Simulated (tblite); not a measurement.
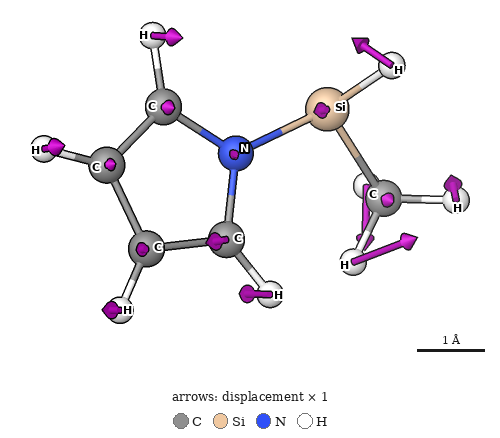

This is a relaxation of C$_{5}$H$_{8}$NSi (multiplicity 2). The starting structure is drawn; purple arrows show the displacements, at their true length. The two geometries are superimposed by the best rigid fit.

A ball-and-stick model, seen at a tilt.

Level of theory: tblite, GFN2-xTB geometry optimisation, gas phase. 

### Describe the change and its energy.

Over 138 geometry steps the energy falls by 0.420 eV. The atom that moves furthest after the best rigid fit is an H atom (1.32 Å). Largest moves by element: H 1.32 Å, C 0.49 Å, Si 0.33 Å, N 0.16 Å. Some distances before and after: C–C 1.405 → 1.362 Å, C–Si 1.857 → 1.895 Å, N–Si 1.787 → 1.750 Å, C–H 1.116 → 1.086 Å. Bond angles that change, for instance: N–C–H 129.1° → 120.6°, C–C–H 123.0° → 129.9°, Si–C–H 105.5° → 112.3°. Groups turn about C–Si by about 45°, N–Si by about 45°. The run took 0.66 s on 1 thread of Arm Neoverse V2, on a shared host.
